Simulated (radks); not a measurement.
**Ti⁺ in [Ar] 3d2 4f1: an all-electron calculation**

Aim: the levels, the sizes of the orbitals and the parts of the energy of the titanium ion Ti+.

Program: radks (a radial shooting solver on a logarithmic mesh, Libxc functionals) version 1. Level of theory: non-relativistic Kohn-Sham, SCAN, spin-unpolarised, spherical densities, point nucleus. These are calculated values, not measurements, unless marked.

## 1. Starting point

```
element       : titanium (Z = 22)
charge        : +1
electrons     : 21
configuration : [Ar] 3d2 4f1
```

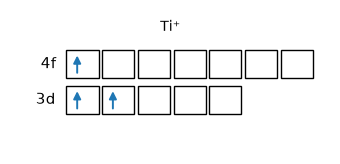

The shells outside the core, filled by Hund's rule for the drawing.

## 2. Self-consistent calculation

Settings of this run:

```text
Z 22
configuration [Ar] 3d2 4f1 4s0 4p0
relativity non-relativistic
functional scan,scan
spin unpolarised
nucleus point
```

Q: Predict the outcome of this run.

The runs gave:

```
                        quantity                value
                    total energy   -848.71886 hartree
exchange-correlation share of it               4.91 %
                            −T/E               0.9991
          highest occupied level        4f, -2.348 eV
    most extended occupied level  4f, <r> = 9.06 bohr
 radius at density 0.001 e/bohr³            3.19 bohr
    maxima of the radial density                    4
```

What this shows: The radial density shows 4 maxima for 4 occupied principal shells. The ratio −T/E is 0.9991; for a non-relativistic Coulomb system it is 1 up to the kinetic part of correlation. This is not the tabulated ground configuration, so its levels and sizes aren't those of the ground state, and no measured value stands beside it.
